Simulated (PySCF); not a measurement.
# CH7BCl2Si2: a tour of settings

Aim: see how CH7BCl2Si2 (`[SiH3]C[SiH2]B(Cl)Cl`) answers to the choice of functional, basis, grid and SCF options, and what happens with inputs that are wrong on purpose.

Programs: PySCF 2.14.0, with density-fitted response routines of our own. Each step states its level of theory. These are calculated values for one molecule in the gas phase, unless marked as measured. Atoms are numbered from 0 throughout.

## Step 1: The molecule as given

13 atoms, charge 0, multiplicity 1; geometry from: GFN2-xTB.

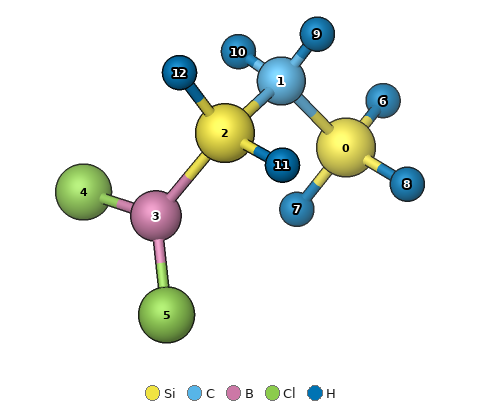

As it starts; silicon yellow, carbon blue, boron pink, chlorine green, hydrogen blue, atoms numbered; sticks join atoms by distance.

## Step 2: NMR shieldings: PBE0/pcSseg-1

Job settings and geometry (Å):

```
{"job": {"kind": "nmr", "xc": "PBE0", "basis": "pcSseg-1", "pop": false, "scf": {"level_shift": 0.2, "conv": 1e-08}}, "charge": 0, "multiplicity": 1}
Si    -1.704736     0.443200    -0.708291
C     -0.697903    -0.936661     0.126382
Si     0.853327    -0.357056     1.073711
B      2.059904     0.598335    -0.188306
Cl     2.696199    -0.191544    -1.582295
Cl     2.486452     2.253647     0.010696
H     -2.830018    -0.144249    -1.441054
H     -0.844163     1.166914    -1.650447
H     -2.209746     1.372448     0.302688
H     -1.341691    -1.491124     0.807418
H     -0.384995    -1.647270    -0.639345
H      0.425513     0.481247     2.203057
H      1.487470    -1.547401     1.668059
```

With the program's defaults for keys left out, this is: GIAO PBE0/pcSseg-1 NMR shielding, non-relativistic, gas phase.

Command:

```bash
$ OMP_NUM_THREADS=1 python probes_run.py task.json out
```

This one command runs all jobs of the session in turn.

Log:

```text
final grid: 107368 points
cycle   1  E = -1565.8546927482  dE =  3.926e-01  |g| = 4.479e-01  |ddm| = 3.161e+00
cycle   2  E = -1565.8859735670  dE = -3.128e-02  |g| = 3.797e-01  |ddm| = 7.635e-01
cycle   3  E = -1565.9201363705  dE = -3.416e-02  |g| = 7.950e-02  |ddm| = 2.631e-01
cycle   4  E = -1565.9220940319  dE = -1.958e-03  |g| = 1.248e-02  |ddm| = 8.876e-02
cycle   5  E = -1565.9221561971  dE = -6.217e-05  |g| = 3.557e-03  |ddm| = 2.617e-02
cycle   6  E = -1565.9221616217  dE = -5.425e-06  |g| = 1.342e-03  |ddm| = 8.997e-03
cycle   7  E = -1565.9221625124  dE = -8.907e-07  |g| = 4.044e-04  |ddm| = 3.347e-03
cycle   8  E = -1565.9221626303  dE = -1.179e-07  |g| = 1.309e-04  |ddm| = 1.296e-03
cycle   9  E = -1565.9221626502  dE = -1.990e-08  |g| = 4.898e-05  |ddm| = 5.142e-04
cycle  10  E = -1565.9221626535  dE = -3.327e-09  |g| = 2.109e-05  |ddm| = 1.881e-04
level shift removed, Fock matrix diagonalised once more
converged SCF energy = -1565.9221626535

GIAO shielding tensors (ppm)
atom      isotropic    diamagn.    paramagn.     s11        s22        s33       span
  0 Si     421.261     879.685    -458.424    395.840    401.145    466.799     70.959
  1 C      201.961     257.014     -55.053    190.765    199.463    215.656     24.891
  2 Si     418.838     879.535    -460.697    388.373    420.243    447.897     59.524
  3 B       24.925     195.030    -170.106    -44.695     22.819     96.650    141.344
  4 Cl     568.262    1148.292    -580.029    183.175    605.169    916.442    733.267
  5 Cl     535.458    1147.707    -612.249    140.252    583.333    882.789    742.536
  6 H       27.577      28.663      -1.086     23.853     25.063     33.815      9.961
  7 H       28.008      29.613      -1.604     24.014     28.414     31.597      7.583
  8 H       27.824      29.187      -1.363     24.588     25.939     32.944      8.356
  9 H       31.759      30.657       1.102     26.169     28.369     40.738     14.569
 10 H       31.762      31.811      -0.049     26.825     29.061     39.399     12.575
 11 H       27.730      29.024      -1.294     24.484     26.120     32.585      8.102
 12 H       27.370      28.335      -0.965     24.428     25.023     32.658      8.230
```

Run time: 39 s. Hardware: 1 thread of Arm Neoverse N1, shared host; peak memory 0.78 GiB.

Shifts follow as δ = σ(reference) − σ, with reference shieldings (ppm) from runs at the same level and on the same kind of geometry: ¹H TMS 31.72, ¹³C TMS 186.9, ²⁹Si TMS 349.2, ¹¹B BF3·OEt2 100.1, ³⁵Cl HCl 950. The references are single molecules in the gas phase. Atoms listed in one row are averaged.

| atoms | environment | σ (ppm) | δ (ppm) | δ scaled to CDCl3 |
| --- | --- | --- | --- | --- |
| C1 | sp3 CH2 bonded to 2 Si | 202.0 | -15.0 | -16.6 |
| H11, H12 | hydrogen on a silicon bonded to C, B | 27.55 | 4.17 | – |
| H6, H7, H8 | hydrogen on a silicon bonded to C | 27.80 | 3.91 | – |
| H9, H10 | hydrogen on an sp3 CH2 bonded to 2 Si | 31.76 | -0.04 | 0.06 |
| Si2 | silicon bonded to C, B, 2 H | 418.8 | -69.7 | – |
| Si0 | silicon bonded to C, 3 H | 421.3 | -72.1 | – |
| B3 | boron bonded to 2 Cl, Si | 24.9 | 75.1 | – |
| Cl4, Cl5 | chlorine bonded to B | 552 | 398 | – |

The scaled column applies a straight-line fit of computed shieldings to shifts measured in CDCl3, with any fitted terms for Cl, Br or S neighbours (root-mean-square error 0.16 ppm for H, 1.9 ppm for C).

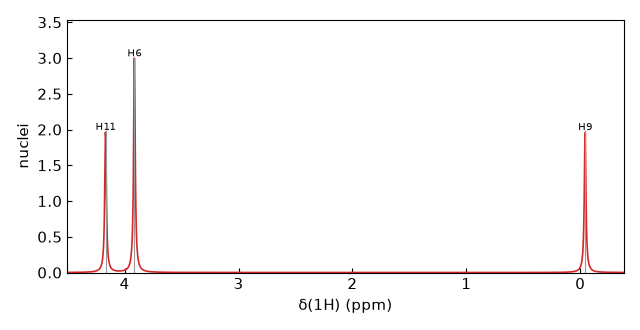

¹H lines at the computed shifts, without couplings. Lines are broadened to a width of 0.02 ppm (Lorentzian).

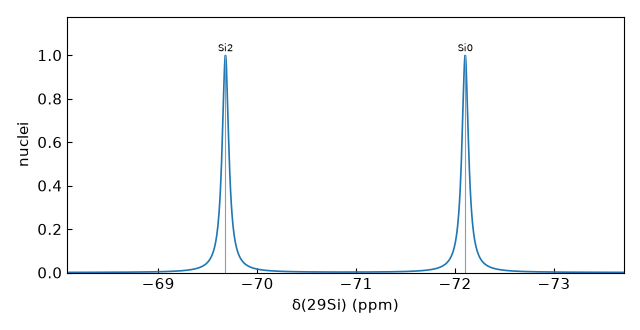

²⁹Si lines at the computed shifts, without couplings. Lines are broadened to a width of 0.08 ppm (Lorentzian).

Orbitals, density, ELF and potential are computed afterwards from the orbital file.

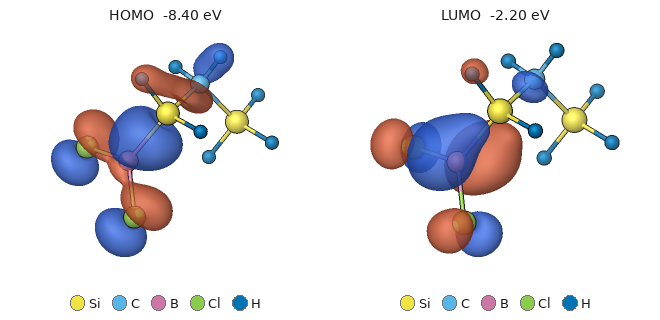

Frontier orbitals at PBE0/pcSseg-1; each surface holds 70 % of the orbital's density, blue and red mark the sign.

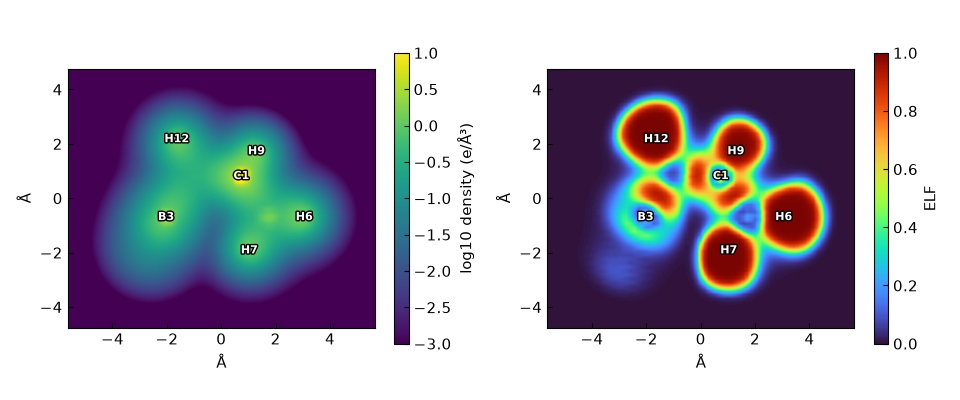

Density (left) and ELF (right) in a plane through or near 6 of the atoms.

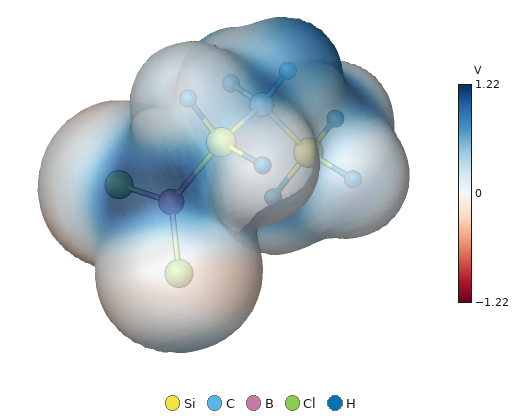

Electrostatic potential on the surface of density 0.002 e/bohr³; red is low, blue high. It runs, from the 1st to the 99th percentile, from -0.29 V near Cl5 to 1.22 V near B3.

## Step 3: Excited states and response: BHandHLYP/def2-SVPD

The job, as its differences from that of step 2:

```diff
@@ -1,2 +1,2 @@
-{"job": {"kind": "nmr", "xc": "PBE0", "basis": "pcSseg-1", "pop": false, "scf": {"level_shift": 0.2, "conv": 1e-08}}, "charge": 0, "multiplicity": 1}
+{"job": {"kind": "uv", "xc": "BHandHLYP", "basis": "def2-SVPD", "nstates": 6, "ntriplets": 5, "tda": false}, "charge": 0, "multiplicity": 1}
 Si    -1.704736     0.443200    -0.708291
```

Level: TDDFT BHandHLYP/def2-SVPD, vertical, gas phase, core orbitals frozen in the response.

Log:

```text
coarse grid: 13008 points
cycle   1  E = -1565.9297480611  dE =  4.053e-01  |g| = 3.628e-01  |ddm| = 4.133e+00
cycle   2  E = -1565.9406237081  dE = -1.088e-02  |g| = 3.372e-01  |ddm| = 9.544e-01
cycle   3  E = -1565.9727781621  dE = -3.215e-02  |g| = 3.857e-02  |ddm| = 5.027e-01
cycle   4  E = -1565.9733090318  dE = -5.309e-04  |g| = 1.195e-02  |ddm| = 1.125e-01
cycle   5  E = -1565.9733504178  dE = -4.139e-05  |g| = 2.831e-03  |ddm| = 2.415e-02
cycle   6  E = -1565.9733529593  dE = -2.541e-06  |g| = 9.205e-04  |ddm| = 4.918e-03
final grid: 107368 points
cycle   7  E = -1566.0865642424  dE = -8.543e-06  |g| = 2.460e-03  |ddm| = 3.519e-02
cycle   8  E = -1566.0865645408  dE = -2.984e-07  |g| = 2.239e-03  |ddm| = 6.586e-03
cycle   9  E = -1566.0865658991  dE = -1.358e-06  |g| = 1.935e-04  |ddm| = 2.977e-03
cycle  10  E = -1566.0865659098  dE = -1.071e-08  |g| = 4.293e-05  |ddm| = 3.637e-04
cycle  11  E = -1566.0865659105  dE = -6.526e-10  |g| = 8.661e-06  |ddm| = 1.108e-04
converged SCF energy = -1566.0865659105

Static polarisability (au): isotropic 103.392, principal 98.312 101.686 110.178

Singlet excitations
state   eV       nm        f      main configurations
  1   4.9983    248.1   0.01057   H->L 0.95
  2   5.9754    207.5   0.00020   H-2->L 0.74, H-3->L 0.21
  3   6.4964    190.9   0.04700   H-1->L 0.96
  4   6.9743    177.8   0.00849   H-3->L 0.58, H-2->L 0.22, H-6->L 0.14
  5   7.0430    176.0   0.09277   H-4->L 0.90
  6   7.6961    161.1   0.00783   H-5->L 0.46, H-6->L 0.37

Triplet excitations (Tamm-Dancoff, eV): 4.1633 5.7995 6.0349 6.1398 6.7567
```

Run time: 48 s. Hardware: 1 thread of Arm Neoverse N1, shared host; peak memory 0.88 GiB.

The orbitals next to the gap, with their largest atomic shares:

| orbital | eV | atoms |
| --- | --- | --- |
| HOMO−3 | -10.67 | Cl5 21 %, C1 14 %, Si0 14 % |
| HOMO−2 | -10.37 | Cl4 36 %, Cl5 24 %, Si2 13 % |
| HOMO−1 | -9.92 | C1 34 %, Si0 18 %, Si2 18 % |
| HOMO | -9.52 | B3 22 %, Cl5 22 %, Si2 21 % |
| LUMO | -1.17 | B3 43 %, Cl5 18 %, Cl4 16 % |
| LUMO+1 | 0.64 | B3 31 %, Cl4 18 %, Cl5 14 % |
| LUMO+2 | 1.00 | Cl5 14 %, Si0 13 %, Si2 13 % |

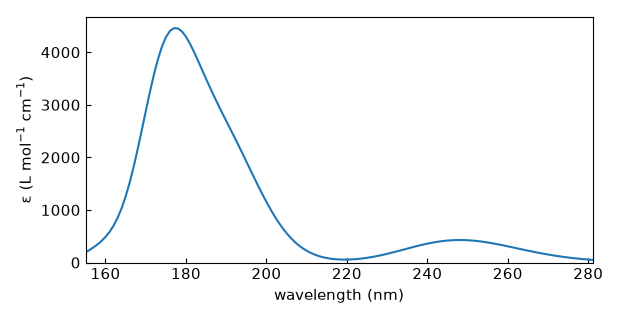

Absorption spectrum: each of the 6 states is a Gaussian band of 0.4 eV half-width at 1/e. Beyond the last state computed it falls off for lack of states.

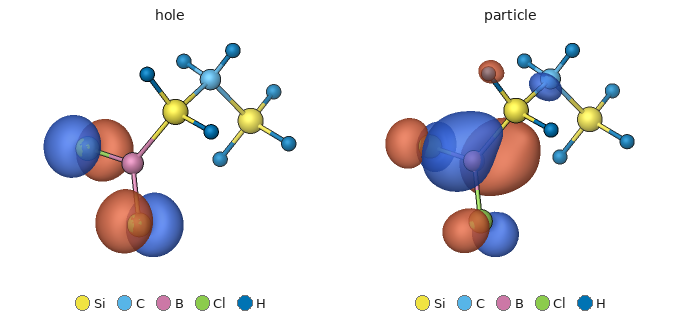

Leading natural transition orbitals of singlet state 5: the electron leaves the hole (left) for the particle orbital (right).

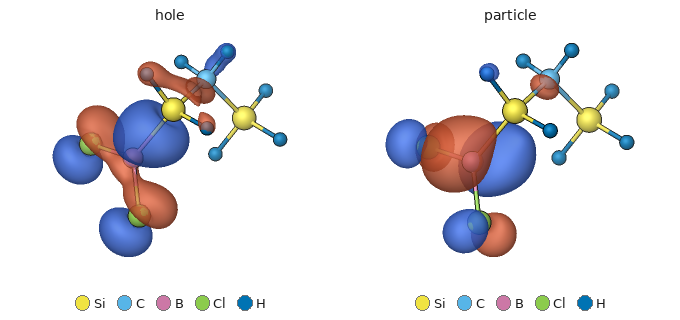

Leading natural transition orbitals of singlet state 1: the electron leaves the hole (left) for the particle orbital (right).

Ground-state properties from the same run:

| property | computed |
| --- | --- |
| dipole moment (D) | 1.04 |
| polarisability (Å³) | 15.32 |
| HOMO–LUMO gap (eV) | 8.35 |
| −ε(HOMO) (eV) | 9.52 |

## Step 4: Nuclear shieldings: wB97X-D/ANO-RCC-VDZP

The job, as its differences from that of step 3:

```diff
@@ -1,2 +1,2 @@
-{"job": {"kind": "uv", "xc": "BHandHLYP", "basis": "def2-SVPD", "nstates": 6, "ntriplets": 5, "tda": false}, "charge": 0, "multiplicity": 1}
+{"job": {"kind": "nmr", "xc": "wB97X-D", "basis": "ANO-RCC-VDZP", "pop": true}, "charge": 0, "multiplicity": 1}
 Si    -1.704736     0.443200    -0.708291
```

Level: GIAO wB97X-D/ANO-RCC-VDZP NMR shielding, non-relativistic, gas phase.

Log:

```text
coarse grid: 13008 points
cycle   1  E = -1565.5689163756  dE =  5.109e-01  |g| = 3.910e-01  |ddm| = 4.474e+00
cycle   2  E = -1565.5845629811  dE = -1.565e-02  |g| = 3.607e-01  |ddm| = 8.343e-01
cycle   3  E = -1565.6210073312  dE = -3.644e-02  |g| = 2.965e-02  |ddm| = 3.525e-01
cycle   4  E = -1565.6214645200  dE = -4.572e-04  |g| = 1.103e-02  |ddm| = 6.844e-02
cycle   5  E = -1565.6215076726  dE = -4.315e-05  |g| = 2.897e-03  |ddm| = 1.801e-02
cycle   6  E = -1565.6215109519  dE = -3.279e-06  |g| = 1.161e-03  |ddm| = 5.471e-03
final grid: 107368 points
cycle   7  E = -1565.6465955370  dE = -6.270e-05  |g| = 6.026e-03  |ddm| = 4.163e-02
cycle   8  E = -1565.6465985870  dE = -3.050e-06  |g| = 5.207e-03  |ddm| = 1.089e-02
cycle   9  E = -1565.6466057555  dE = -7.169e-06  |g| = 3.990e-04  |ddm| = 4.966e-03
cycle  10  E = -1565.6466058167  dE = -6.120e-08  |g| = 1.528e-04  |ddm| = 6.141e-04
cycle  11  E = -1565.6466058260  dE = -9.276e-09  |g| = 2.855e-05  |ddm| = 2.514e-04
cycle  12  E = -1565.6466058263  dE = -3.856e-10  |g| = 1.415e-05  |ddm| = 6.215e-05
converged SCF energy = -1565.6466058263

GIAO shielding tensors (ppm)
atom      isotropic    diamagn.    paramagn.     s11        s22        s33       span
  0 Si     477.821     888.305    -410.483    451.096    456.129    526.239     75.143
  1 C      203.103     238.900     -35.796    194.753    200.673    213.883     19.130
  2 Si     471.620     890.348    -418.728    439.911    470.772    504.178     64.266
  3 B       26.711     191.338    -164.627    -43.373     24.872     98.633    142.006
  4 Cl     652.650    1160.154    -507.504    301.930    700.098    955.922    653.992
  5 Cl     625.539    1159.635    -534.096    271.909    680.070    924.639    652.730
  6 H       27.741      29.464      -1.723     24.302     25.254     33.669      9.367
  7 H       28.142      31.846      -3.704     24.280     28.525     31.620      7.340
  8 H       27.987      30.858      -2.871     24.816     26.191     32.953      8.137
  9 H       31.934      29.836       2.099     26.772     28.817     40.213     13.440
 10 H       31.961      30.822       1.138     27.355     29.458     39.069     11.714
 11 H       27.946      31.240      -3.294     24.973     26.347     32.517      7.544
 12 H       27.621      29.702      -2.081     24.973     25.308     32.583      7.610
```

It took 67 s on 1 thread of Arm Neoverse N1, shared host; peak memory 0.9 GiB.

Key values: σ C1 203.1, Si2 471.6, Si0 477.8, B3 26.7, H11 27.78, H6 27.96 ppm (means over like atoms).

## Step 5: Indirect couplings: PBE0/6-31G

The job, as its differences from that of step 4:

```diff
@@ -1,2 +1,2 @@
-{"job": {"kind": "nmr", "xc": "wB97X-D", "basis": "ANO-RCC-VDZP", "pop": true}, "charge": 0, "multiplicity": 1}
+{"job": {"kind": "j", "xc": "PBE0", "basis": "6-31G", "scf": {"max_cycle": 69}}, "charge": 0, "multiplicity": 3}
 Si    -1.704736     0.443200    -0.708291
```

Method: PBE0/6-31G.

Log:

```text
NotImplementedError: this response code serves closed shells only; the SCF ended at -1565.64557881 Eh with <S^2> = 2.0043
```

Wall time 12 s (1 thread of Arm Neoverse N1, shared host).

Diagnosis: The input makes an open shell, and this response code serves closed shells alone. The remedy is to restore the closed-shell charge and spin, or use an unrestricted response code.

## Step 6: Nuclear shieldings: KT2/pcSseg-1

The job, as its differences from that of step 5:

```diff
@@ -1,2 +1,2 @@
-{"job": {"kind": "j", "xc": "PBE0", "basis": "6-31G", "scf": {"max_cycle": 69}}, "charge": 0, "multiplicity": 3}
+{"job": {"kind": "nmr", "xc": "KT2", "basis": "pcSseg-1", "pop": false}, "charge": 0, "multiplicity": 1}
 Si    -1.704736     0.443200    -0.708291
```

With the program's defaults for keys left out, this is: GIAO KT2/pcSseg-1 NMR shielding, non-relativistic, gas phase.

Log:

```text
coarse grid: 13008 points
cycle   1  E = -1579.5318676617  dE =  3.196e-01  |g| = 4.858e-01  |ddm| = 3.285e+00
cycle   2  E = -1579.4382948366  dE =  9.357e-02  |g| = 7.255e-01  |ddm| = 1.233e+00
cycle   3  E = -1579.5846665641  dE = -1.464e-01  |g| = 1.314e-01  |ddm| = 8.922e-01
cycle   4  E = -1579.5900128986  dE = -5.346e-03  |g| = 2.091e-02  |ddm| = 1.885e-01
cycle   5  E = -1579.5901050496  dE = -9.215e-05  |g| = 1.040e-02  |ddm| = 3.635e-02
cycle   6  E = -1579.5901345120  dE = -2.946e-05  |g| = 3.597e-03  |ddm| = 1.447e-02
cycle   7  E = -1579.5901380563  dE = -3.544e-06  |g| = 5.277e-04  |ddm| = 4.215e-03
final grid: 107368 points
cycle   8  E = -1579.6479334727  dE = -1.284e-04  |g| = 2.704e-02  |ddm| = 3.797e-02
cycle   9  E = -1579.6477705546  dE =  1.629e-04  |g| = 3.240e-02  |ddm| = 4.827e-02
cycle  10  E = -1579.6480048950  dE = -2.343e-04  |g| = 9.207e-03  |ddm| = 3.913e-02
cycle  11  E = -1579.6480297220  dE = -2.483e-05  |g| = 1.090e-03  |ddm| = 1.048e-02
cycle  12  E = -1579.6480300757  dE = -3.537e-07  |g| = 2.397e-04  |ddm| = 1.761e-03
cycle  13  E = -1579.6480300924  dE = -1.672e-08  |g| = 6.384e-05  |ddm| = 3.331e-04
cycle  14  E = -1579.6480300935  dE = -1.078e-09  |g| = 1.115e-05  |ddm| = 7.373e-05
cycle  15  E = -1579.6480300935  dE = -3.865e-11  |g| = 3.718e-06  |ddm| = 1.915e-05
converged SCF energy = -1579.6480300935

GIAO shielding tensors (ppm)
atom      isotropic    diamagn.    paramagn.     s11        s22        s33       span
  0 Si     432.242     882.630    -450.388    406.123    410.251    480.352     74.229
  1 C      199.066     256.138     -57.072    187.882    197.243    212.073     24.191
  2 Si     430.090     882.654    -452.564    399.420    430.151    460.699     61.279
  3 B       32.119     196.483    -164.364    -27.851     30.129     94.079    121.930
  4 Cl     554.477    1150.402    -595.925    191.680    586.521    885.229    693.549
  5 Cl     519.075    1149.804    -630.729    145.351    563.829    848.046    702.695
  6 H       27.426      28.776      -1.350     23.762     24.952     33.564      9.803
  7 H       27.843      29.832      -1.989     23.962     28.263     31.306      7.345
  8 H       27.704      29.390      -1.686     24.575     25.855     32.683      8.108
  9 H       31.560      30.602       0.959     26.115     28.372     40.194     14.078
 10 H       31.574      31.802      -0.228     26.810     29.017     38.893     12.083
 11 H       27.625      29.287      -1.662     24.436     26.095     32.344      7.908
 12 H       27.178      28.501      -1.323     24.245     24.926     32.363      8.118
```

Run time: 37 s. Hardware: 1 thread of Arm Neoverse N1, shared host; peak memory 0.82 GiB.

Key values: δ C1 -13.5, Si2 -72.7, Si0 -74.8, B3 67.2, H11 4.22, H6 3.97 ppm (means over like atoms).

## Step 7: Comparing the runs: NMR shifts

Shifts (ppm), means over like atoms, with basis size and wall time:

| run | C1 | H11 | H6 | H9 | Si2 | Si0 | functions | time |
| --- | --- | --- | --- | --- | --- | --- | --- | --- |
| PBE0/pcSseg-1 | -15.0 | 4.17 | 3.91 | -0.04 | -69.7 | -72.1 | 165 | 39 s |
| wB97X-D/ANO-RCC-VDZP | -12.5 | 4.10 | 3.93 | -0.06 | -77.1 | -83.3 | 135 | 67 s |
| KT2/pcSseg-1 | -13.5 | 4.22 | 3.97 | 0.06 | -72.7 | -74.8 | 165 | 37 s |

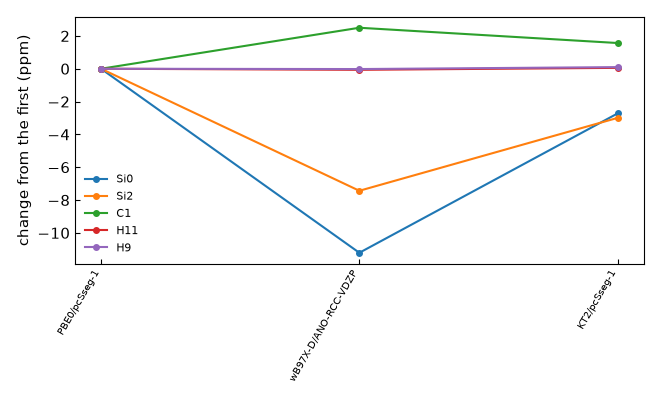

How five of the tabulated atoms move from run to run.

## Step 8: Outcome

| quantity | value |
| --- | --- |
| ¹³C shifts against TMS (PBE0/pcSseg-1) | -15.0 ppm |
| ¹H shifts against TMS (PBE0/pcSseg-1, means over atoms taken as alike) | 4.17, 3.91, -0.04 ppm |
| ²⁹Si shifts against TMS (PBE0/pcSseg-1) | -69.7, -72.1 ppm |
| ¹¹B shifts against BF3·OEt2 (PBE0/pcSseg-1) | 75.1 ppm |
| ³⁵Cl shifts against HCl (PBE0/pcSseg-1, means over atoms taken as alike) | 398 ppm |
| surface potential, 1st and 99th percentile | -0.29 V and 1.22 V |
| lowest singlet (BHandHLYP/def2-SVPD) | 5.00 eV (248 nm), f = 0.011 |
| brightest single state of those computed | state 5, 7.04 eV, f = 0.093 |
| lowest triplet | 4.16 eV |
| range of the shift of Si0 | -83.3 to -72.1 ppm |
| property runs in this session | 5, of which 1 failed and 0 gave unsound results |

Single values in the summary come from the first run of each kind that ended normally (PBE0/pcSseg-1; BHandHLYP/def2-SVPD), which need not be the best level. At PBE0/pcSseg-1: The largest span, 738 ppm, is at Cl4, Cl5, where the paramagnetic term is -596 ppm. By nearest atom (PBE0/pcSseg-1), the HOMO sits on B3 24 %; Cl5 23 % and the LUMO on B3 55 %; Cl4, Cl5 about 12 % each. The first singlet state (HOMO→LUMO 0.95) lies at 5.00 eV and is weak; of the 6 states computed, the strongest absorption comes from state 5 at 7.04 eV. The lowest triplet lies 0.84 eV below the lowest singlet (triplets in Tamm-Dancoff, singlets in full TDDFT). Among the atoms with a shift in every run: In ppm, Si0 moves most: its shift spreads over 11.2 ppm, from -83.3 (wB97X-D/ANO-RCC-VDZP) to -72.1 (PBE0/pcSseg-1).
